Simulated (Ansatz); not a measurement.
Scan of one atom of the cell for ZnO (wurtzite)

Relaxed ZnO (wurtzite):

```yaml
crystal:
  lattice:
    - [3.22975, 0.00000, 0.00000]
    - [-1.61488, 2.79705, 0.00000]
    - [0.00000, 0.00000, 5.21478]
  atoms:
    - { symbol: Zn, position: [0.66667, 0.33333, 0.00204] }
    - { symbol: Zn, position: [0.33333, 0.66667, 0.50204] }
    - { symbol: O, position: [0.66667, 0.33333, 0.62316] }
    - { symbol: O, position: [0.33333, 0.66667, 0.12316] }
```

In this cell atom 2 (Zn, nearest neighbour O at 1.969 Å; its periodic images, 3.2 Å or more away, move with it) is moved by s towards the nearest neighbour, unit vector (0.820, -0.474, 0.321); all other atoms and the cell stay fixed.

All values below come from PBEsol (plane waves to 420 eV, PAW, scalar-relativistic; Ansatz, an electronic-structure program). k mesh 9×9×5 (Γ-centred), Fermi-Dirac smearing 0.05 eV. E stands for the smeared free energy. ZnO was relaxed with its symmetry unable to fall. ΔE is measured from the undisplaced structure.

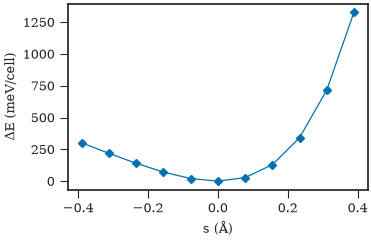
Figure. ΔE (meV/cell) against s (Å); markers are the computed points, lines only join them.

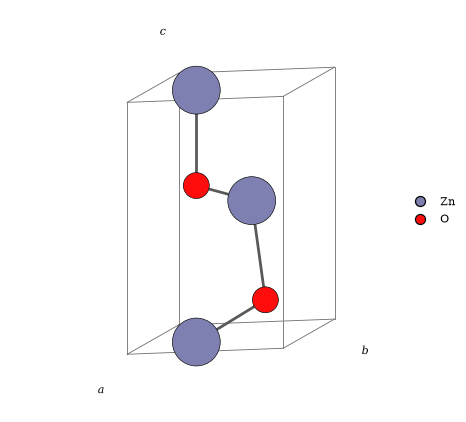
Figure: The cell of the calculation at s = 0.390 Å.

The energy at s = 0.390 Å is 1330 meV/cell and the force along the line at s = -0.390 Å comes out as 1.06 eV/Å. Harmonic estimate at the end of the scan: ½ks² = 593 meV/cell against the computed 1330 meV/cell, so the well is stiffer than harmonic there. Shape of the curve: a single well with its minimum at or next to zero displacement. Symmetry of the curve: not even: the positive side lies higher at ±0.390 Å.

With its periodic images moving along, the atom's site symmetry in this cell is 3m..

(For displaced atoms, the force is minus the slope of the energy, and its curvature is a force constant, which sets phonon frequencies.)
